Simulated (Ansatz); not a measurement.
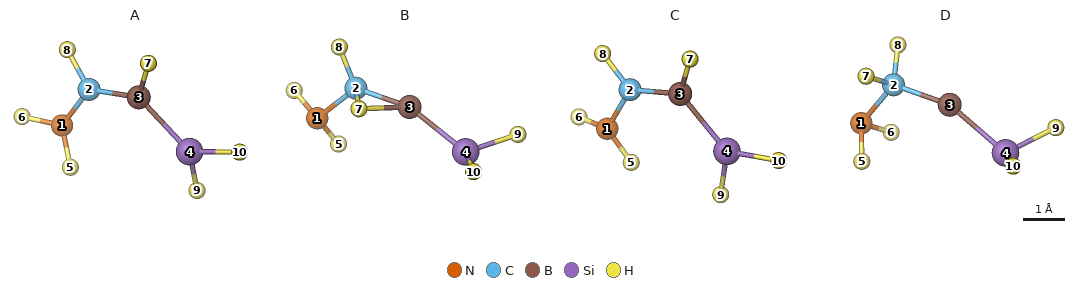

4 geometries from a converged minimum-energy path of CH₆BNSi, shuffled. Style: ball-and-stick. Shown from a free direction.

These are results of Ansatz, UKS PBE-D4/STO-3G, not measurements. Settings: 5 movable images; climbing image; force threshold 0.03 eV/Å; iteration limit 60; starting path through a guess of the saddle point.

> One of them is the converged climbing image. Which?

B. In order along the path, whose images run from 0 to 6: D (image 0, 0.0 kcal/mol), B (image 2, +13.6 kcal/mol), A (image 5, −40.2 kcal/mol), C (image 6, −42.3 kcal/mol). A hydrogen atom shifts from one atom to another. Breaking: C2–H7 (1.12 → 1.34 at the top → 2.28 Å). Forming: B3–H7 (2.20 → 1.45 at the top → 1.17 Å).

Limits of the set-up: STO-3G is a minimal basis, so the numbers are rough.

Cost: 3.9 min on 1 thread of Arm Neoverse V1 (shared host), peak memory 0.11 GiB.
